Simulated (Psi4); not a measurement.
# SiHCl2 (SMILES Cl[SiH]Cl): levels of theory compared

We compute a comparison of 6 runs (UHF/3-21G, UHF/def2-SVP, UTPSS/6-31+G*, U-r2SCAN/def2-SVPD, UB3LYP5/aug-cc-pVDZ, UTPSSh/cc-pVTZ) of SiHCl2. 

The calculation is run with Psi4 1.11.

1 further run of the same task is left out (set aside as unsound or not needed).

## (1) The structure to begin with

SiHCl2 has 4 atoms, charge 0, and is taken as a doublet. As SMILES, `Cl[SiH]Cl`. The shape is that of a PBE0-D4/def2-TZVP optimisation.

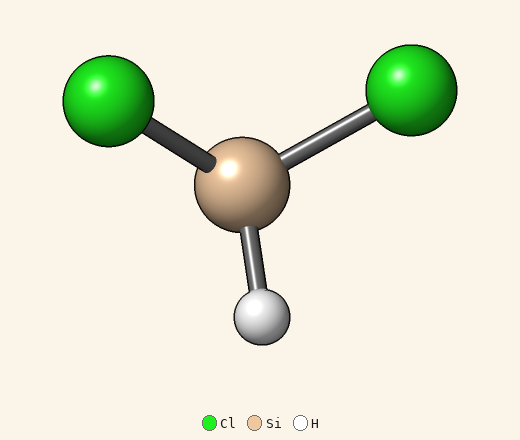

Viewed from a chosen angle; chlorine green, silicon light orange, hydrogen white.

## (2) Energy and forces at UHF/3-21G (run 1)

File cl2hsi.json:

```json
{
  "schema_name": "qcschema_input",
  "schema_version": 1,
  "molecule": {
    "schema_name": "qcschema_molecule",
    "schema_version": 2,
    "symbols": ["Cl", "Si", "Cl", "H"],
    "geometry": [-3.11162304, 0.3359933, 1.68072242, 0.35451262, -0.78272456, 0.37794522, 0.47413228, -0.53157996, -3.4803086, 2.2831671, 0.97831121, 1.42182994],
    "molecular_charge": 0,
    "molecular_multiplicity": 2,
    "fix_symmetry": "c1"
  },
  "driver": "gradient",
  "model": {
    "method": "scf",
    "basis": "3-21G"
  },
  "keywords": {
    "reference": "uhf",
    "puream": true,
    "e_convergence": 1e-09,
    "d_convergence": 1e-08,
    "scf_type": "pk",
    "maxiter": 200,
    "scf_properties": ["QUADRUPOLE", "MULLIKEN_CHARGES", "MAYER_INDICES"]
  }
}
```

Run with:

```console
$ psi4 --qcschema cl2hsi.json -n 1 --memory 1600MB
```

stdout:

```text
[...]
  Running in c1 symmetry.
[...]
  Nuclear repulsion =  179.837223329013995
[...]
  Multiplicity = 2
[...]
  Nalpha       = 25
  Nbeta        = 24
[...]
    Number of basis functions: 41
[...]
   @UHF iter   1: -1202.57460354376212   -1.63388e-01   4.63428e-03 ADIIS/DIIS
[...]
   @UHF iter  13: -1202.60605683511108   -2.27374e-13   4.13289e-09 DIIS
[...]
   @S^2 Observed:                7.528084686E-01
[...]
  @UHF Final Energy: -1202.60605683511108
   => Energetics <=
    Nuclear Repulsion Energy =            179.8372233290139945
    One-Electron Energy =               -2022.8040604854493267
    Two-Electron Energy =                 640.3607803213240004
    Total Energy =                      -1202.6060568351113034
  UHF NO Occupations:
  HONO-2 :   23  A 1.9996728
  HONO-1 :   24  A 1.9992683
[...]
 Multipole Moments:
 ------------------------------------------------------------------------------------
     Multipole            Electronic (a.u.)      Nuclear  (a.u.)        Total (a.u.)
 ------------------------------------------------------------------------------------
 L = 1.  Multiply by 2.5417464519 to convert [e a0] to [Debye]
 Dipole X            :         -1.2094923            2.0413581            0.8318658
 Dipole Y            :         -0.8090888            0.4416522           -0.3674367
 Dipole Z            :         -0.7041999            1.3440506            0.6398507
 Magnitude           :                                                    1.1119439
 L = 2.  Multiply by 1.3450342976 to convert [e a0^2] to [Debye ang]
 Quadrupole XX       :       -177.7634858          146.6379607          -31.1255252
 Quadrupole XY       :         34.0310589          -33.8976141            0.1334448
[...]
  Mulliken Charges: (a.u.)
   Center  Symbol    Alpha    Beta     Spin     Total
       1    CL     8.72949  8.69831  0.03118 -0.42779
       2    SI     6.95123  6.06750  0.88373  0.98127
       3    CL     8.72949  8.69832  0.03118 -0.42781
       4     H     0.58979  0.53588  0.05392 -0.12567
   Total alpha = 25.00000, Total beta = 24.00000, Total charge =  0.00000
  Mayer Bond Indices:
  Total Bond Index:
  Irrep: 1 Size: 4 x 4
[...]
  -Total Gradient:
     Atom            X                  Y                   Z
    ------   -----------------  -----------------  -----------------
       1        0.041967127704    -0.012940636819    -0.017621284989
       2       -0.041355415563     0.011941918474    -0.030719821786
       3       -0.003052667170    -0.002045907739     0.047158403303
       4        0.002440955026     0.003044626080     0.001182703471
[...]
```

The result, in JSON:

```text
{
 "driver": "gradient",
 "model": {
  "method": "scf",
  "basis": "3-21G"
 },
 "success": true,
 "return_result": [0.041967127703933405, -0.01294063681883749, -0.017621284988971142, -0.04135541556341199, 0.011941918474415114, -0.030719821786476732, -0.003052667169632272, -0.0020459077393101526, 0.0471584033029919, 0.0024409550257876445, 0.00304462607981687, 0.0011827034711439088],
 "properties": {
  "calcinfo_nbasis": 41,
  "calcinfo_nmo": 41,
  "calcinfo_nalpha": 25,
  "calcinfo_nbeta": 24,
  "calcinfo_natom": 4,
  "nuclear_repulsion_energy": 179.837223329014,
  "return_energy": -1202.606056835111,
  "return_gradient": [0.041967127703933405, -0.01294063681883749, -0.017621284988971142, -0.04135541556341199, 0.011941918474415114, -0.030719821786476732, -0.003052667169632272, -0.0020459077393101526, 0.0471584033029919, 0.0024409550257876445, 0.00304462607981687, 0.0011827034711439088],
  "scf_one_electron_energy": -2022.8040604854493,
  "scf_two_electron_energy": 640.360780321324,
  "scf_dipole_moment": [0.8318657827192641, -0.36743667175398664, 0.6398506568795734],
  "scf_total_energy": -1202.606056835111,
  "scf_total_gradient": [0.041967127703933405, -0.01294063681883749, -0.017621284988971142, -0.04135541556341199, 0.011941918474415114, -0.030719821786476732, -0.003052667169632272, -0.0020459077393101526, 0.0471584033029919, 0.0024409550257876445, 0.00304462607981687, 0.0011827034711439088],
  "scf_iterations": 13
 }
}
```

Wall time 1.6 s (1 thread of Intel Xeon 6975P-C (Granite Rapids), shared host); peak memory 0.18 GiB.

## (3) A single-point energy at UHF/def2-SVP (run 2)

File cl2hsi.in:

```
memory 1600 MB

molecule mol {
  0 2
  Cl    -3.11162304     0.33599330     1.68072242
  Si     0.35451262    -0.78272456     0.37794522
  Cl     0.47413228    -0.53157996    -3.48030860
  H      2.28316710     0.97831121     1.42182994
  units au
  symmetry c1
  no_reorient
  no_com
}

set {
  reference uhf
  puream true
  e_convergence 1e-09
  d_convergence 1e-08
  scf_type pk
  maxiter 200
}

result, w = energy('hf/def2-SVP', return_wfn=True)
oeprop(w, 'QUADRUPOLE', 'DIPOLE', 'MAYER_INDICES', title='HF')
```

Run with:

```console
$ psi4 -n 1 cl2hsi.in cl2hsi.out
```

cl2hsi.out:

```text
[...]
  Running in c1 symmetry.
[...]
  Nuclear repulsion =  179.837223329013995
[...]
  Multiplicity = 2
[...]
  Nalpha       = 25
  Nbeta        = 24
[...]
    Number of basis functions: 59
[...]
   @UHF iter   1: -1208.16094281361529   -2.90399e-01   3.16204e-03 DIIS/ADIIS
[...]
   @UHF iter  12: -1208.19034510753704   -2.72848e-12   6.31502e-09 DIIS
[...]
   @S^2 Observed:                7.538003807E-01
[...]
    Orbital Energies [Eh]
    ---------------------
    Alpha Occupied:
       1A   -104.800941     2A   -104.800899     3A    -68.850220
       4A    -10.565689     5A    -10.565680     6A     -8.041075
       7A     -8.041066     8A     -8.037840     9A     -8.037830
      10A     -8.037165    11A     -8.037155    12A     -6.218060
      13A     -4.331865    14A     -4.325111    15A     -4.323325
      16A     -1.127316    17A     -1.098881    18A     -0.721649
      19A     -0.564737    20A     -0.559495    21A     -0.524989
      22A     -0.484475    23A     -0.474999    24A     -0.465139
      25A     -0.357474
    Alpha Virtual:
[...]
  @UHF Final Energy: -1208.19034510753704
   => Energetics <=
    Nuclear Repulsion Energy =            179.8372233290139945
    One-Electron Energy =               -2029.8205748540869990
    Two-Electron Energy =                 641.7930064175359348
    Total Energy =                      -1208.1903451075370413
  UHF NO Occupations:
  HONO-2 :   23  A 1.9997756
  HONO-1 :   24  A 1.9986874
[...]
 Multipole Moments:
 ------------------------------------------------------------------------------------
     Multipole            Electronic (a.u.)      Nuclear  (a.u.)        Total (a.u.)
 ------------------------------------------------------------------------------------
 L = 1.  Multiply by 2.5417464519 to convert [e a0] to [Debye]
 Dipole X            :         38.0377874          -37.5909991            0.4467882
 Dipole Y            :         13.0819497          -13.3048058           -0.2228561
 Dipole Z            :         24.2279156          -23.8799020            0.3480135
 Magnitude           :                                                    0.6086033
 L = 2.  Multiply by 1.3450342976 to convert [e a0^2] to [Debye ang]
 Quadrupole XX       :       -205.0916694          175.3913499          -29.7003195
 Quadrupole XY       :         23.6077759          -23.7090554           -0.1012795
[...]
```

It took 1.8 s on 1 thread of Intel Xeon 6975P-C (Granite Rapids), shared host; peak memory 0.2 GiB.

Runs 3 to 5 aren't shown in full; the table further down has their settings and results.

## (4) Energy and gradient at UTPSSh/cc-pVTZ (run 6)

File input.json:

```json
{
  "schema_name": "qcschema_input",
  "schema_version": 1,
  "molecule": {
    "schema_name": "qcschema_molecule",
    "schema_version": 2,
    "symbols": ["Cl", "Si", "Cl", "H"],
    "geometry": [-3.11162304, 0.3359933, 1.68072242, 0.35451262, -0.78272456, 0.37794522, 0.47413228, -0.53157996, -3.4803086, 2.2831671, 0.97831121, 1.42182994],
    "molecular_charge": 0,
    "molecular_multiplicity": 2,
    "fix_symmetry": "c1"
  },
  "driver": "gradient",
  "model": {
    "method": "tpssh",
    "basis": "cc-pVTZ"
  },
  "keywords": {
    "reference": "uks",
    "puream": true,
    "e_convergence": 1e-09,
    "d_convergence": 1e-08,
    "scf_type": "pk",
    "dft_radial_points": 99,
    "dft_spherical_points": 590,
    "maxiter": 200,
    "scf_properties": ["DIPOLE", "MULLIKEN_CHARGES", "MAYER_INDICES"]
  }
}
```

Run with:

```console
$ psi4 --qcschema input.json -n 1 --memory 1600MB
```

stdout:

```text
[...]
  Running in c1 symmetry.
[...]
  Nuclear repulsion =  179.837223329013995
[...]
  Multiplicity = 2
[...]
  Nalpha       = 25
  Nbeta        = 24
[...]
    Number of basis functions: 116
[...]
   @UKS iter   1: -1210.59259184887514   -8.46204e-02   3.14518e-03 DIIS/ADIIS
[...]
   @UKS iter  12: -1210.64553465768404   -4.77485e-12   3.53329e-09 DIIS
[...]
   @S^2 Observed:                7.526483657E-01
[...]
  @UKS Final Energy: -1210.64553465768404
   => Energetics <=
    Nuclear Repulsion Energy =            179.8372233290139945
    One-Electron Energy =               -2030.7530986512661002
    Two-Electron Energy =                 710.5464301584156601
    DFT Exchange-Correlation Energy =     -70.2760894938478202
    Empirical Dispersion Energy =           0.0000000000000000
    VV10 Nonlocal Energy =                  0.0000000000000000
    Total Energy =                      -1210.6455346576842658
[...]
 Multipole Moments:
 ------------------------------------------------------------------------------------
     Multipole            Electronic (a.u.)      Nuclear  (a.u.)        Total (a.u.)
 ------------------------------------------------------------------------------------
 L = 1.  Multiply by 2.5417464519 to convert [e a0] to [Debye]
 Dipole X            :         -1.7288757            2.0413581            0.3124823
 Dipole Y            :         -0.5141982            0.4416522           -0.0725460
 Dipole Z            :         -1.1146299            1.3440506            0.2294207
 Magnitude           :                                                    0.3943881
[...]
  Mulliken Charges: (a.u.)
   Center  Symbol    Alpha    Beta     Spin     Total
       1    CL     8.62733  8.55358  0.07375 -0.18091
       2    SI     7.18349  6.42079  0.76270  0.39572
       3    CL     8.62735  8.55360  0.07375 -0.18094
       4     H     0.56183  0.47204  0.08979 -0.03386
   Total alpha = 25.00000, Total beta = 24.00000, Total charge =  0.00000
  Mayer Bond Indices:
  Total Bond Index:
  Irrep: 1 Size: 4 x 4
[...]
  -Total Gradient:
     Atom            X                  Y                   Z
    ------   -----------------  -----------------  -----------------
       1        0.005755036710    -0.001984023749    -0.002273701966
       2       -0.005633868508     0.002540783216    -0.004325622334
       3       -0.000318911274    -0.000512725398     0.006455625065
       4        0.000203119832    -0.000051370373     0.000148663448
[...]
```

The result, in JSON:

```text
{
 "driver": "gradient",
 "model": {
  "method": "tpssh",
  "basis": "cc-pVTZ"
 },
 "success": true,
 "return_result": [0.005755036710103717, -0.001984023748963594, -0.0022737019663657265, -0.005633868507588222, 0.0025407832161796484, -0.004325622334486051, -0.0003189112739522548, -0.0005127253980947294, 0.006455625064957393, 0.00020311983165800795, -5.1370373065476316e-05, 0.00014866344777420687],
 "properties": {
  "calcinfo_nbasis": 116,
  "calcinfo_nmo": 116,
  "calcinfo_nalpha": 25,
  "calcinfo_nbeta": 24,
  "calcinfo_natom": 4,
  "nuclear_repulsion_energy": 179.837223329014,
  "return_energy": -1210.645534657684,
  "return_gradient": [0.005755036710103717, -0.001984023748963594, -0.0022737019663657265, -0.005633868507588222, 0.0025407832161796484, -0.004325622334486051, -0.0003189112739522548, -0.0005127253980947294, 0.006455625064957393, 0.00020311983165800795, -5.1370373065476316e-05, 0.00014866344777420687],
  "scf_one_electron_energy": -2030.753098651266,
  "scf_two_electron_energy": 710.5464301584157,
  "scf_xc_energy": -70.27608949384782,
  "scf_dipole_moment": [0.31248233660994007, -0.07254602743144456, 0.22942070807693393],
  "scf_total_energy": -1210.645534657684,
  "scf_total_gradient": [0.005755036710103717, -0.001984023748963594, -0.0022737019663657265, -0.005633868507588222, 0.0025407832161796484, -0.004325622334486051, -0.0003189112739522548, -0.0005127253980947294, 0.006455625064957393, 0.00020311983165800795, -5.1370373065476316e-05, 0.00014866344777420687],
  "scf_iterations": 12
 }
}
```

It took 1.8 min on 1 thread of Intel Xeon 6975P-C (Granite Rapids), shared host; peak memory 0.87 GiB.

## (5) Overview of the runs

| run | level | task | integration grid | energy (Eh) | dipole moment (D) | HOMO energy (eV) | LUMO energy (eV) | wall time |
| --- | --- | --- | --- | --- | --- | --- | --- | --- |
| 1 | UHF/3-21G | gradient | – | -1202.606057 | 2.83 | -10.23 | -0.21 | 1.6 s |
| 2 | UHF/def2-SVP | energy | – | -1208.190345 | 1.55 | -9.73 | 0.74 | 1.8 s |
| 3 | UTPSS/6-31+G* (spherical functions) | gradient | 99 radial × 590 angular | -1210.545110 | 1.31 | -5.93 | -4.05 | 23 s |
| 4 | U-r2SCAN/def2-SVPD | energy | 99 radial × 590 angular | -1210.093335 | 1.06 | -6.05 | -3.59 | 21 s |
| 5 | UB3LYP5/aug-cc-pVDZ | energy | 75 radial × 302 angular | -1210.409619 | 1.11 | -6.46 | -3.50 | 27 s |
| 6 | UTPSSh/cc-pVTZ | gradient | 99 radial × 590 angular | -1210.645535 | 1.00 | -6.25 | -3.57 | 1.8 min |

## (6) Summary of results

| quantity | value |
| --- | --- |
| run 6: total energy | -1210.64553 Eh |
| run 6: dipole moment | 1.00 D |
| run 6: HOMO energy (highest over α and β) | -6.25 eV |
| run 6: LUMO energy (lowest over α and β) | -3.57 eV |
| run 6: ⟨S²⟩ | 0.753 |
| run 6: largest force on an atom | 0.388 eV/Å |

In words: The dipole moment (its size) runs from 1.00 D (UTPSSh/cc-pVTZ) to 2.83 D (UHF/3-21G). The two ends differ in method and basis. Totals of different functionals can't be ranked against each other. All runs together took 3 min, the longest 1.8 min.
